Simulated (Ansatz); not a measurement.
**GeBrCl: one change and its effect**

System: GeBrCl, SMILES [Cl][Ge][Br].
Method of the first run: RKS SPW92/def2-TZVPP (Ansatz 0.2.0).

The geometry comes from this level: PBE0-D4/def2-TZVP. Text and figures count atoms from 1; the logs count them from 0 in places.

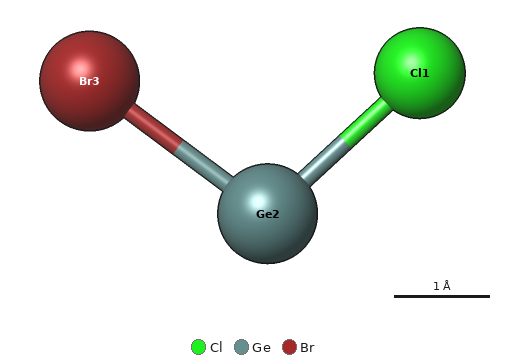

Fig. 1: The structure (ball-and-stick view, seen on its broad side; atoms are numbered from 1 in the order of the input). Sticks mark near contacts. Bond lengths as drawn: Br–Ge 2.34 Å and Cl–Ge 2.18 Å.

Input, the first run:
```yaml
crystal:
  periodic: [false, false, false]
  atoms:
    - {symbol: Cl, position_ang: [0.416917, 1.650901, 0.399021]}
    - {symbol: Ge, position_ang: [-0.850842, 0.093434, -0.452239]}
    - {symbol: Br, position_ang: [0.423026, -1.809036, 0.040018]}
basis:
  gaussian: {orbitals: def2-TZVPP}
hamiltonian: {xc: lda}
output: {orbitals: {seedname: orbitals}}
```

Hardware: 2 CPU threads, shared host.

Output (the first run):
```
Functional definition: SPW92
  exchange = slater_x
  correlation = pw_c
1028 factors; their error is unknown
mean field evaluation 1: about -138865.8462 eV, gradient 3.0e1 eV
mean field evaluation 2: about -138861.2285 eV, gradient 5.6e1 eV
mean field evaluation 4: about -138867.0462 eV, gradient 2.7e0 eV
mean field evaluation 8: about -138867.0274 eV, gradient 8.5e-2 eV
mean field evaluation 16: about -138867.0274 eV, gradient 2.2e-5 eV
mean field -138867.02736367 eV, -5103.2691281632 hartree, gradient 2.2e-5 eV, S^2 0.000000; 0 other end points of the search recorded, 0 dependent functions left out
reference -138867.02739237 eV, -5103.2691292176 hartree; 42, 42 occupied and 96, 96 virtual orbitals, 1028 factors
Total energy: -138867.02739237 eV, -5103.2691292176 hartree
```

For the second run the input was changed thus:
```diff
-hamiltonian: {xc: lda}
+hamiltonian: {xc: {name: B97M-V}}
```

What does this change do to the results?

The total energies belong to different methods, so their difference says nothing on which is more stable or more accurate. The HOMO goes from −7.03 to −7.11 eV. The LUMO goes from −4.09 to −3.73 eV.

Output (the second run):
```
Functional definition: B97M-V
  parameter cx00 = 1.000
  parameter cx01 = 1.308
  parameter cx02 = 1.901
  parameter cx10 = 0.416
  parameter cx11 = 3.070
  parameter css00 = 1.000
  parameter css02 = -1.855
  parameter css10 = -5.668
  parameter css32 = -20.497
  parameter css42 = -20.364
  parameter cos00 = 1.000
  parameter cos01 = 1.573
  parameter cos03 = -6.298
  parameter cos10 = 2.535
  parameter cos32 = -6.427
  parameter b = 6.0
  parameter c = 0.01
  gx(w, u) = cx00 + cx01*u + cx02*u^2 + (cx10 + cx11*u)*w
  gss(w, u) = css00 + css02*u^2 + css10*w + (css32*w^3 + css42*w^4)*u^2
  gos(w, u) = cos00 + cos01*u + cos03*u^3 + cos10*w + cos32*w^3*u^2
  exchange = spin_sum(e_x_unif_s*gx(b97_w, b97_u_x))
  correlation = spin_sum(e_c_pw_mod_same_spin*gss(b97_w, b97_u_same))
      + integral(e_c_pw_mod_opposite_spin*gos(b97_w_opposite, b97_u_opposite)) + vv10(b, c)
1028 factors; their error is unknown
mean field evaluation 1: about -139062.4685 eV, gradient 2.1e1 eV
mean field evaluation 2: about -139059.3493 eV, gradient 4.1e1 eV
mean field evaluation 4: about -139063.5225 eV, gradient 1.6e0 eV
mean field evaluation 8: about -139063.5297 eV, gradient 4.4e-2 eV
mean field evaluation 16: about -139063.4887 eV, gradient 7.7e-5 eV
mean field -139063.48869327 eV, -5110.4889488595 hartree, gradient 7.7e-5 eV, S^2 0.000000; 0 other end points of the search recorded, 0 dependent functions left out
reference -139063.48873445 eV, -5110.4889503730 hartree; 42, 42 occupied and 96, 96 virtual orbitals, 1028 factors
Total energy: -139063.48873445 eV, -5110.4889503730 hartree
```

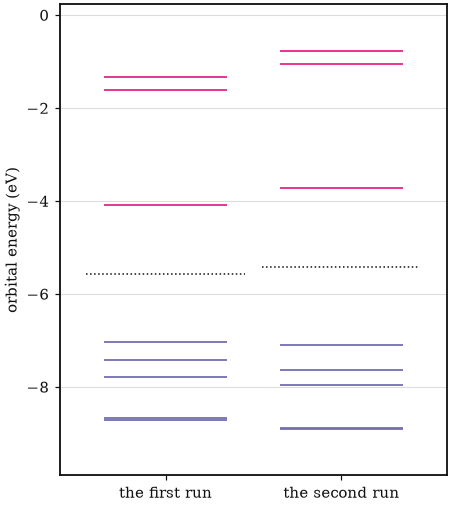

Fig. 2: The five highest filled and three lowest empty orbital energies of the two runs; the dotted lines part filled from empty levels. The HOMO–LUMO gap is 2.94 eV in the first run and 3.38 eV in the second run.

The two runs side by side:

| quantity | the first run | the second run |
| --- | --- | --- |
| outcome | converged | converged |
| total energy (hartree) | −5103.269129 | −5110.488950 |
| HOMO (eV) | −7.03 | −7.11 |
| LUMO (eV) | −4.09 | −3.73 |
| basis functions | 138 | 138 |
| wall time (shared host) | 0.75 s | 3.8 s |
